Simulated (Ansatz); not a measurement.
**NH3 (ammonia): levels of theory compared**

Wanted: a comparison of 6 runs (B2PLYP/6-31G, UB3LYP/3-21G, RPA@PBE/3-21G, BCCD(T)/3-21G, CCSDT/3-21G, CCSDTQ/3-21G) of NH3 (ammonia). 

The calculation is run with Ansatz 0.2.0.

68 further runs of the same task are left out: 68 set aside as unsound or not needed.

## Step 1: The system as given

The species is NH3 (4 atoms), meant as a singlet with charge 0. SMILES: `N`. The H2–N1 distance was set to 1.266 Å, away from the relaxed value.

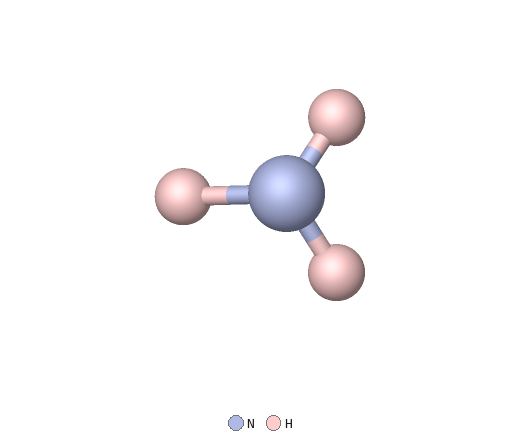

The structure, seen from a chosen angle (nitrogen light blue, hydrogen pink).

## Step 2: The energy at B2PLYP/6-31G (run 1)

The input, job.yaml:

```yaml
crystal:
  periodic: [false, false, false]
  atoms:
    - symbol: N
      position_ang: [-0.208170, 0.378643, -0.053256]
    - symbol: H
      position_ang: [0.491930, -0.300470, 0.753380]
    - symbol: H
      position_ang: [-1.031970, -0.164807, -0.279666]
    - symbol: H
      position_ang: [0.328180, 0.494063, -0.904406]
basis:
  gaussian:
    orbitals: 6-31G
accuracy: high
hamiltonian:
  xc: {name: B2PLYP}
correlation:
  frozen_orbitals: {H: 0, "N": 1}
```

Run with:

```console
$ ansatz run job.yaml --threads 1 --pin off --max-ram 2610MiB --events-out events.jsonl --progress --plain --runs-dir runs
```

The log of the run:

```text
Warning: RAYON_NUM_THREADS=1 ignored (pool sized by the plan → 1); use --threads N
Functional definition: B2PLYP
  name "B2PLYP"
  parameter a = 0.53
  parameter c = 0.27
  exchange = (1 - a)*b88_x + a*exact_x
  correlation = (1 - c)*lyp_c + c*(mp2_os + mp2_ss)
349 factors; integrals over basis functions are off by at most 1.2e-8 eV
mean field evaluation 1: about -1531.0657 eV, gradient 3.6e1 eV
mean field evaluation 2: about -1531.0607 eV, gradient 3.6e1 eV
mean field evaluation 4: about -1533.8869 eV, gradient 6.2e-1 eV
mean field evaluation 8: about -1533.8878 eV, gradient 5.1e-3 eV
mean field evaluation 16: about -1533.8878 eV, gradient 2.3e-7 eV
mean field -1533.88783658 eV, -56.3693382878 hartree, gradient 2.1e-8 eV, S^2 0.000000; 0 other end points of the search recorded, 0 dependent functions left out
1 core orbitals not correlated: weight in the atoms' cores, before any rotation towards them, 1.000 or more for the frozen orbitals, at most 0.000 for the correlated occupied ones
reference -1533.88785010 eV, -56.3693387847 hartree; 4, 4 occupied and 10, 10 virtual orbitals, 349 factors
second order -4.18429089 eV of doubles, -0.00000000 eV of singles
Total energy: -1535.01760864 eV, -56.4108566452 hartree
```

It took 0.3 s on 1 thread of AMD EPYC 9R45 (Zen 5), shared host.

## Step 3: The energy at UB3LYP/3-21G (run 2)

The input, molecule.yaml:

```yaml
crystal:
  periodic: [false, false, false]
  atoms:
    - symbol: N
      position_ang: [-0.208170, 0.378643, -0.053256]
    - symbol: H
      position_ang: [0.491930, -0.300470, 0.753380]
    - symbol: H
      position_ang: [-1.031970, -0.164807, -0.279666]
    - symbol: H
      position_ang: [0.328180, 0.494063, -0.904406]
basis:
  gaussian:
    orbitals: 3-21G.json
magnetization:
  spin_polarized: true
hamiltonian:
  xc: {name: B3LYP}
accuracy: high
```

The basis set 3-21G is read from a file made from the Basis Set Exchange's data (not shown).

Run with:

```console
$ ansatz run molecule.yaml --threads 1 --pin off --max-ram 2610MiB --events-out events.jsonl --progress --plain --runs-dir runs
```

The log of the run:

```text
Warning: RAYON_NUM_THREADS=1 ignored (pool sized by the plan → 1); use --threads N
Functional definition: B3LYP
  name "B3LYP"
  parameter a0 = 0.2
  parameter ax = 0.72
  parameter ac = 0.81
  exchange = (1 - a0 - ax)*slater_x + ax*b88_x + a0*exact_x
  correlation = (1 - ac)*vwn_rpa_c + ac*lyp_c
290 factors; integrals over basis functions are off by at most 2.8e-9 eV
mean field evaluation 1: about -1525.8319 eV, gradient 3.0e1 eV
mean field evaluation 2: about -1522.7598 eV, gradient 3.9e1 eV
mean field evaluation 4: about -1529.3345 eV, gradient 1.4e-1 eV
mean field evaluation 8: about -1529.3255 eV, gradient 1.9e-3 eV
mean field -1529.32553512 eV, -56.2016768015 hartree, gradient 9.4e-8 eV, S^2 0.000000; 0 other end points of the search recorded, 0 dependent functions left out
reference -1529.32555622 eV, -56.2016775770 hartree; 5, 5 occupied and 10, 10 virtual orbitals, 290 factors
Total energy: -1529.32555622 eV, -56.2016775770 hartree
```

Run time: 0.28 s. Hardware: 1 thread of AMD EPYC 9R45 (Zen 5), shared host.

Runs 3 to 5 aren't shown in full; the table further down has their settings and results.

## Step 4: The energy at CCSDTQ/3-21G (run 6)

The input, input.yaml:

```yaml
crystal:
  periodic: [false, false, false]
  atoms:
    - symbol: "N"
      position_ang: [-0.208170, 0.378643, -0.053256]
    - symbol: H
      position_ang: [0.491930, -0.300470, 0.753380]
    - symbol: H
      position_ang: [-1.031970, -0.164807, -0.279666]
    - symbol: H
      position_ang: [0.328180, 0.494063, -0.904406]
basis:
  gaussian: {orbitals: 3-21G.json}
correlation: {method: ccsdtq, frozen_orbitals: {H: 0, "N": 1}}
accuracy: high
scf: {omitted_lower_state_checks: [cluster_reference, increment]}
```

The basis set 3-21G is read from a file made from the Basis Set Exchange's data (not shown).

Run with:

```console
$ ansatz run input.yaml --threads 1 --pin off --max-ram 2610MiB --events-out events.jsonl --progress --plain --runs-dir runs
```

The log of the run, cut to the lines that bear on the results:

```text
Warning: RAYON_NUM_THREADS=1 ignored (pool sized by the plan → 1); use --threads N
Functional definition: HF
  name "HF"
[...]
290 factors; integrals over basis functions are off by at most 2.8e-9 eV
[...]
mean field -1519.39624944 eV, -55.8367822832 hartree, gradient 7.3e-8 eV, S^2 0.000000; 0 other end points of the search recorded, 0 dependent functions left out
1 core orbitals not correlated: weight in the atoms' cores, before any rotation towards them, 1.000 or more for the frozen orbitals, at most 0.000 for the correlated occupied ones
reference -1519.39624944 eV, -55.8367822832 hartree; 4, 4 occupied and 10, 10 virtual orbitals, 290 factors
second order -3.20056961 eV of doubles, -0.00000000 eV of singles
cycle   1  -3.42309255 eV  change   -2.2e-1 eV  update   4.8e-2
[...]
cycle  19  -3.67944727 eV  change   1.1e-10 eV  update  3.2e-10
Total energy: -1523.07569671 eV, -55.9719994764 hartree
Checks for a lower state left out: cluster_reference, increment
```

Run time: 0.98 s. Hardware: 1 thread of AMD EPYC 9R45 (Zen 5), shared host.

## Step 5: All runs side by side

```
run          level  frozen core orbitals  energy (Eh)  wall time
  1   B2PLYP/6-31G                     1   -56.410857      0.3 s
  2   UB3LYP/3-21G                     –   -56.201678     0.28 s
  3  RPA@PBE/3-21G                     1   -56.031087     0.24 s
  4  BCCD(T)/3-21G                     1   -55.971726     0.08 s
  5    CCSDT/3-21G                     1   -55.971878      0.1 s
  6   CCSDTQ/3-21G                     1   -55.971999     0.98 s
```

## Step 6: Results

```
                                         quantity         value
                              run 6: total energy  -55.97200 Eh
run 6: correlation energy (1 core orbital frozen)    -135.2 mEh
                             run 6: T1 diagnostic         0.008
```

Totals of different functionals can't be ranked against each other. All runs together took 2 s, the longest 0.98 s.
